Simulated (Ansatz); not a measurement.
## Single-point calculation, with input and output: N2H7 (charge +1)

System: N2H7, charge +1.
Method: RKS wB97M-V/def2-TZVPPD (Ansatz 0.2.0).

The geometry: rigid move from PBE0-D4/def2-TZVP.

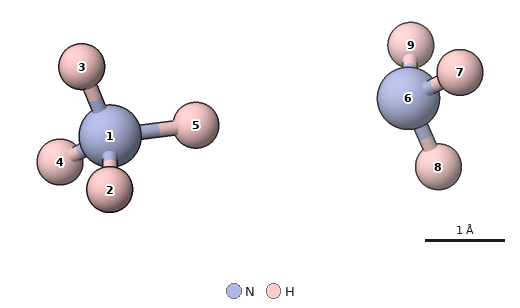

*The structure (ball-and-stick view, seen at a tilt; atoms are numbered from 1 in the order of the input).*

Bond lengths as drawn: H–N 1.02 to 1.18 Å.

Results in brief:

```tsv
quantity	value
outcome	converged
total energy	−3087.0464 eV
SCF solution under orbital rotations	stable
hardware	2 threads of Arm Neoverse N1, 23 GiB of memory available, shared host
wall time	8.5 s (CPU time 16 s)
peak memory	0.36 GiB
```

The input:
```yaml
crystal:
  periodic: [false, false, false]
  atoms:
    - {symbol: N, position_ang: [-0.065652, -0.047468, -1.309254]}
    - {symbol: H, position_ang: [0.363444, 0.778354, -1.723392]}
    - {symbol: H, position_ang: [0.419425, -0.868881, -1.666458]}
    - {symbol: H, position_ang: [-1.034174, -0.091184, -1.621777]}
    - {symbol: H, position_ang: [-0.006677, -0.004816, -0.133127]}
    - {symbol: N, position_ang: [0.139641, 0.100999, 2.784754]}
    - {symbol: H, position_ang: [1.098865, 0.144992, 3.120114]}
    - {symbol: H, position_ang: [-0.338634, 0.914459, 3.164291]}
    - {symbol: H, position_ang: [-0.283605, -0.714723, 3.220613]}
basis:
  gaussian: {orbitals: "def2-TZVPPD.json"}
total_charge: 1
hamiltonian: {xc: {name: wB97M-V}}
```

Run as:
```bash
ansatz run in.yaml --threads 2 --pin off --events-out ev --progress --plain --max-ram 5222MiB
```

The program's output:
```
Functional definition: wB97M-V
  name "wB97M-V"
  cite "Mardirossian & Head-Gordon, J. Chem. Phys. 144, 214110 (2016) doi:10.1063/1.4952647"
  cite "Becke, J. Chem. Phys. 107, 8554 (1997) doi:10.1063/1.475007"
  cite "Vydrov & Van Voorhis, J. Chem. Phys. 133, 244103 (2010) doi:10.1063/1.3521275"
  # Of w^i u^j: cxij and so on, Table III.
  parameter omega = 0.3/bohr
  parameter cx = 0.15
  parameter cx01 = 1.007
  parameter cx10 = 0.259
  parameter css00 = 0.443
  parameter css04 = -1.437
  parameter css10 = -4.535
  parameter css20 = -3.390
  parameter css43 = 4.278
  parameter cos00 = 1.000
  parameter cos10 = 1.358
  parameter cos20 = 2.924
  parameter cos21 = -8.812
  parameter cos60 = -1.390
  parameter cos61 = 9.142
  parameter b = 6.0
  parameter c = 0.01
  gx(w, u) = 1 - cx + cx01*u + cx10*w
  gss(w, u) = css00 + css04*u^4 + css10*w + css20*w^2 + css43*w^4*u^3
  gos(w, u) = cos00 + cos10*w + (cos20 + cos21*u)*w^2 + (cos60 + cos61*u)*w^6
  exchange = spin_sum(e_x_unif_sr(omega)*gx(b97_w, b97_u_x)) + cx*exact_x_sr(omega) + exact_x_lr(omega)
  correlation = spin_sum(e_c_pw_mod_same_spin*gss(b97_w, b97_u_same))
      + integral(e_c_pw_mod_opposite_spin*gos(b97_w_opposite, b97_u_opposite)) + vv10(b, c)
771 factors; their error is unknown
260 factors; integrals over basis functions are off by at most 2.0e-5 eV
mean field evaluation 1: about -3074.3991 eV, gradient 8.5e1 eV
mean field evaluation 2: about -3075.4618 eV, gradient 7.7e1 eV
mean field evaluation 4: about -3087.0392 eV, gradient 2.7e0 eV
mean field evaluation 8: about -3087.0545 eV, gradient 2.4e-2 eV
mean field evaluation 16: about -3087.0464 eV, gradient 1.7e-5 eV
mean field -3087.04635413 eV, -113.4468610391 hartree, gradient 1.7e-5 eV, S^2 0.000000; 0 other end points of the search recorded, 0 dependent functions left out
reference -3087.04640243 eV, -113.4468628141 hartree; 10, 10 occupied and 183, 183 virtual orbitals, 771 factors
Total energy: -3087.04640243 eV, -113.4468628141 hartree
```
